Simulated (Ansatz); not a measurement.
```xyz
7

Al    0.1701   -0.0523   -0.7846
O     0.1778    0.0394    1.1949
H    -0.4109   -0.6839    1.5069
H    -0.2603    0.8854    1.4384
Cl    2.1775   -0.2662   -1.3969
Cl   -0.7611    1.8488   -1.0660
Cl   -1.0932   -1.7713   -0.8927
```

Geometry: PBE-D4/def2-SVP.

Method: RKS PBE0-D4/def2-TZVP (Ansatz).

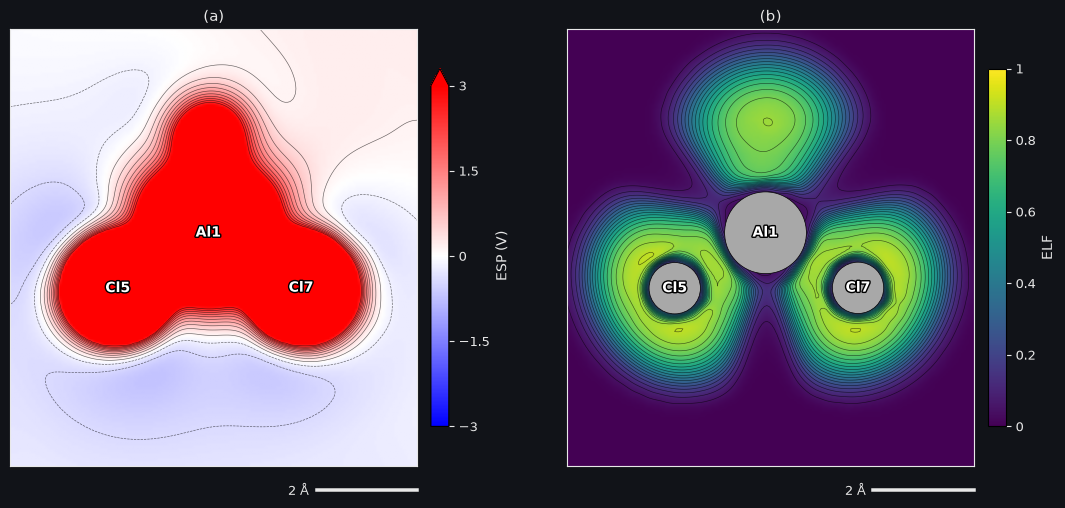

AlCl₃H₂O. (a) electrostatic potential; (b) ELF on the plane of atoms Cl5, Al1 and Cl7. Grey discs cover the atomic cores in the ELF map.

What do the fields say about this system?

The plane passes through Al and Cl nuclei. Al–Cl (2.11 Å): the ELF peaks at about 0.85 in the valence shell of Cl, 0.8 Å from its nucleus, and is about 0.80 at the midpoint. The ELF also peaks beside Cl5, Cl7 and Cl6, away from the bonds: lone-pair regions. Outside the dense part of the molecule the potential is most negative (−0.7 V) near Cl5.
